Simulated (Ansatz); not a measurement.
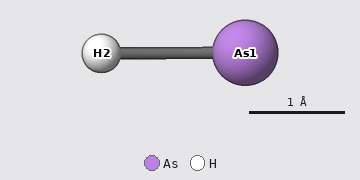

Fig. 1: The input geometry of run A (ball-and-stick view, seen at a tilt; atoms are numbered from 1 in the order of the input). Bond lengths as drawn: As–H 1.53 Å.

# Two runs on AsH

System: AsH.
Method of run A: RKS PBE-D4/def2-TZVPP (Ansatz 0.2.0).

Text and figures count atoms from 1; the logs count them from 0 in places.

### The input, run A
```yaml
crystal:
  periodic: [false, false, false]
  atoms:
    - { symbol: As, position_ang: [0.0, 0.0, -0.00706784] }
    - { symbol: H, position_ang: [0.0, 0.0, 1.52226784] }
basis:
  gaussian: { orbitals: def2-TZVPP }
hamiltonian:
  xc: pbe
  dispersion: d4
relax:
  f_tol: 0.002
  max_steps: 150
```

Launched with:
```bash
ansatz run input.yaml --threads 1 --pin off --max-ram 2560MiB --backend cpu --events-out ev --progress --plain --runs-dir out
```

Hardware: 1 thread of Arm Neoverse V1, 112 GiB of memory available, shared host.

### Output (run A)
```
The last accepted step is kept in [file] (removed where the run ends without a failure and the disk answers)
Engine: ansatz 0.2.0, aarch64-unknown-linux-gnu
Functional definition: PBE
  parameter kappa = 0.804
  parameter beta = 0.06672455060314922
  exchange = pbe_x(kappa = kappa, mu = beta*pi^2/3)
  correlation = pbe_c(beta = beta)
432 factors; their error is unknown
mean field evaluation 1: about -60844.9521 eV, gradient 1.6e1 eV
mean field evaluation 2: about -60844.7799 eV, gradient 1.8e1 eV
mean field evaluation 4: about -60845.2352 eV, gradient 7.7e0 eV
mean field evaluation 8: about -60845.3350 eV, gradient 4.7e0 eV
mean field evaluation 16: about -60844.9521 eV, gradient 1.6e1 eV
mean field evaluation 32: about -60845.2232 eV, gradient 8.1e0 eV
mean field -60845.39503913 eV, -2236.0270251980 hartree, gradient 9.0e-6 eV, S^2 0.000000; 2 other end points of the search recorded, 0 dependent functions left out
the calculation of the forces begins
reference -60845.39506150 eV, -2236.0270260199 hartree; 17, 17 occupied and 45, 45 virtual orbitals, 432 factors
relax step   1: F+E_penalty+E_count = -60845.40349351 eV  Δ(F+E_penalty+E_count) = +0.000e0 eV  max|allowed force component| = 2.421e-1 eV/Å  Δτ_max = 0.0000 Å  (88 SCF iters, accepted)
these checks for a lower state are left out or cut short: starts, cluster_reference, orbital_swaps, neighbouring_geometries, increment
432 factors; their error is unknown
mean field -60845.39671260 eV, -2236.0270866968 hartree, gradient 6.2e-6 eV, S^2 0.000000; 0 other end points of the search recorded, 0 dependent functions left out
the calculation of the forces begins
reference -60845.39673498 eV, -2236.0270875192 hartree; 17, 17 occupied and 45, 45 virtual orbitals, 432 factors
relax step   2: F+E_penalty+E_count = -60845.40517174 eV  Δ(F+E_penalty+E_count) = -1.678e-3 eV  max|allowed force component| = 4.087e-2 eV/Å  Δτ_max = 0.0060 Å  (30 SCF iters, accepted)
these checks for a lower state are left out or cut short: starts, cluster_reference, orbital_swaps, neighbouring_geometries, increment
432 factors; their error is unknown
mean field -60845.39676273 eV, -2236.0270885393 hartree, gradient 6.3e-6 eV, S^2 0.000000; 0 other end points of the search recorded, 0 dependent functions left out
the calculation of the forces begins
reference -60845.39678511 eV, -2236.0270893617 hartree; 17, 17 occupied and 45, 45 virtual orbitals, 432 factors
relax step   3: F+E_penalty+E_count = -60845.40522285 eV  Δ(F+E_penalty+E_count) = -5.111e-5 eV  max|allowed force component| = 2.667e-4 eV/Å  Δτ_max = 0.0012 Å  (31 SCF iters, accepted)
432 factors; their error is unknown
mean field evaluation 64: about -60845.4013 eV, gradient 1.2e-3 eV
mean field -60845.39676273 eV, -2236.0270885393 hartree, gradient 3.4e-5 eV, S^2 0.000000; 2 other end points of the search recorded, 0 dependent functions left out
the calculation of the forces begins
reference -60845.39678511 eV, -2236.0270893617 hartree; 17, 17 occupied and 45, 45 virtual orbitals, 432 factors
Total energy: -60845.40524523 eV, -2236.0274002652 hartree
Atom 0 at    -0.000000    -0.000000    -0.014282 Å, force     0.000000    -0.000000    -0.000267 eV/Å
Atom 1 at     0.000000     0.000000     1.529482 Å, force    -0.000000     0.000000     0.000267 eV/Å
Dipole moment:    -0.000000    -0.000000     0.035377 e Å
```

For run B the input was changed thus:
```diff
-  xc: pbe
+  xc: r2scan
```

What does this change do to the results?

The total energies belong to different methods, so their difference says nothing on which is more stable or more accurate. The functional changes from PBE to r2SCAN. On the same kind of shared host run B took about 2.4 times as long.

### Output (run B)
```
The last accepted step is kept in [file] (removed where the run ends without a failure and the disk answers)
Engine: ansatz 0.2.0, aarch64-unknown-linux-gnu
Functional definition: r2SCAN
  parameter k0 = 0.174
  parameter k1 = 0.065
  parameter a1 = 4.9479
  exchange = r2scan_x(k0 = k0, k1 = k1, a1 = a1)
  correlation = r2scan_c
432 factors; their error is unknown
mean field evaluation 1: about -60853.9306 eV, gradient 1.1e1 eV
mean field evaluation 2: about -60853.8502 eV, gradient 1.2e1 eV
mean field evaluation 4: about -60854.0925 eV, gradient 5.9e0 eV
mean field evaluation 8: about -60854.0835 eV, gradient 6.1e0 eV
mean field evaluation 16: about -60854.1752 eV, gradient 8.4e-6 eV
mean field evaluation 32: about -60854.0198 eV, gradient 7.8e0 eV
mean field -60854.17515464 eV, -2236.3496884915 hartree, gradient 5.6e-5 eV, S^2 0.000000; 3 other end points of the search recorded, 0 dependent functions left out
the calculation of the forces begins
reference -60854.17516081 eV, -2236.3496887182 hartree; 17, 17 occupied and 45, 45 virtual orbitals, 432 factors
relax step   1: F+E_penalty+E_count = -60854.17693894 eV  Δ(F+E_penalty+E_count) = +0.000e0 eV  max|allowed force component| = 4.433e-2 eV/Å  Δτ_max = 0.0000 Å  (86 SCF iters, accepted)
these checks for a lower state are left out or cut short: starts, cluster_reference, orbital_swaps, neighbouring_geometries, increment
432 factors; their error is unknown
mean field -60854.17521045 eV, -2236.3496905424 hartree, gradient 6.8e-6 eV, S^2 0.000000; 0 other end points of the search recorded, 0 dependent functions left out
the calculation of the forces begins
reference -60854.17521661 eV, -2236.3496907691 hartree; 17, 17 occupied and 45, 45 virtual orbitals, 432 factors
relax step   2: F+E_penalty+E_count = -60854.17699453 eV  Δ(F+E_penalty+E_count) = -5.559e-5 eV  max|allowed force component| = 6.462e-3 eV/Å  Δτ_max = 0.0011 Å  (32 SCF iters, accepted)
these checks for a lower state are left out or cut short: starts, cluster_reference, orbital_swaps, neighbouring_geometries, increment
432 factors; their error is unknown
mean field -60854.17521168 eV, -2236.3496905879 hartree, gradient 6.8e-6 eV, S^2 0.000000; 0 other end points of the search recorded, 0 dependent functions left out
the calculation of the forces begins
reference -60854.17521785 eV, -2236.3496908145 hartree; 17, 17 occupied and 45, 45 virtual orbitals, 432 factors
relax step   3: F+E_penalty+E_count = -60854.17699572 eV  Δ(F+E_penalty+E_count) = -1.199e-6 eV  max|allowed force component| = 7.161e-6 eV/Å  Δτ_max = 0.0002 Å  (32 SCF iters, accepted)
432 factors; their error is unknown
mean field evaluation 64: about -60854.1184 eV, gradient 4.9e0 eV
mean field -60854.17521168 eV, -2236.3496905879 hartree, gradient 6.8e-6 eV, S^2 0.000000; 3 other end points of the search recorded, 0 dependent functions left out
the calculation of the forces begins
reference -60854.17521785 eV, -2236.3496908145 hartree; 17, 17 occupied and 45, 45 virtual orbitals, 432 factors
Total energy: -60854.17700189 eV, -2236.3497563769 hartree
Atom 0 at     0.000000     0.000000    -0.005789 Å, force     0.000000     0.000000    -0.000007 eV/Å
Atom 1 at    -0.000000    -0.000000     1.520989 Å, force    -0.000000     0.000000     0.000007 eV/Å
Dipole moment:     0.000000     0.000000     0.053059 e Å
```

### The two runs side by side

```csv
quantity,run A,run B
outcome,converged,converged
total energy (hartree),−2236.027400,−2236.349756
largest force (eV/Å),0.000,0.000
basis functions,62,62
wall time (shared host),3.8 s,9.2 s
```
